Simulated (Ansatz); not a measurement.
| atom | x (Å) | y (Å) | z (Å) |
| --- | --- | --- | --- |
| C | -1.8876 | 0.7238 | -1.7332 |
| C | -1.4147 | 0.1171 | -0.7422 |
| C | -0.3178 | -0.2751 | 0.1859 |
| Al | 0.2882 | 1.3518 | -1.7901 |
| O | 0.8274 | 0.3814 | -0.2840 |
| H | -0.1809 | -1.3768 | 0.1972 |
| H | -0.5563 | 0.0173 | 1.2301 |

Geometry: B3LYP-D3(BJ)/def2-SVPD.

Theory: isolated molecule in a Gaussian basis; Kohn-Sham density functional theory, functional PBE0 (Ansatz 0.2.0).

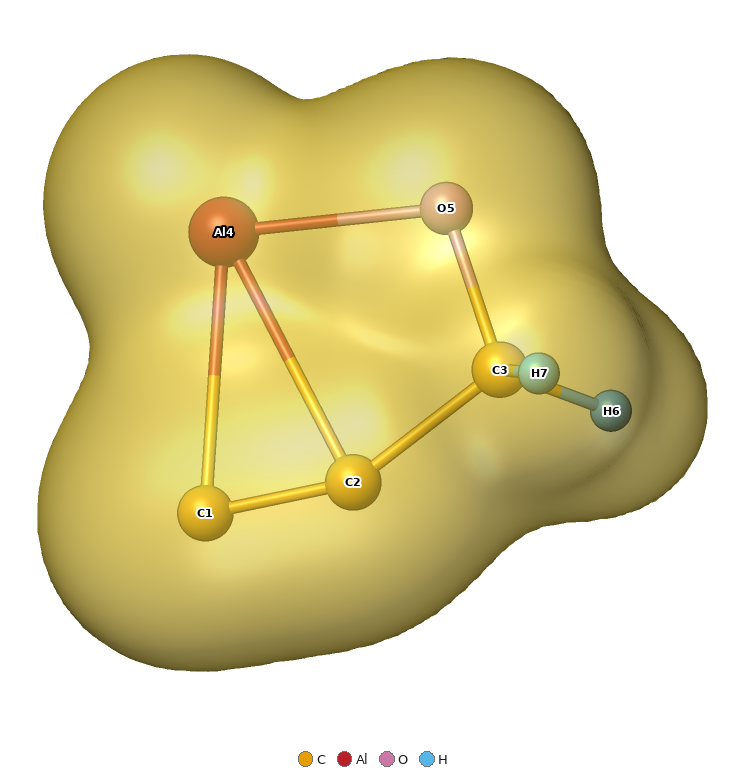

C3H2AlO (SMILES [C-]1=[C]2C[O][Al]12) (charge −1). Isosurface of the electron density at 0.1 e/Å³ (yellow), seen at a tilt.

Question: How is the density connected at this value?

Answer: At this value the surface is in one piece. It bridges the sampled C–C (1.25 Å), C–O (1.40 Å), Al–O (1.87 Å) and C–Al (2.27 Å) contacts, where the density stays above the isovalue. On the grid the lowest density along these lines, outside the cores, is 2.7 e/Å³ (C–C, 1.25 Å), 1.9 e/Å³ (C–O, 1.40 Å), 0.55 e/Å³ (Al–O, 1.87 Å) and 0.28 e/Å³ (C–Al, 2.27 Å).
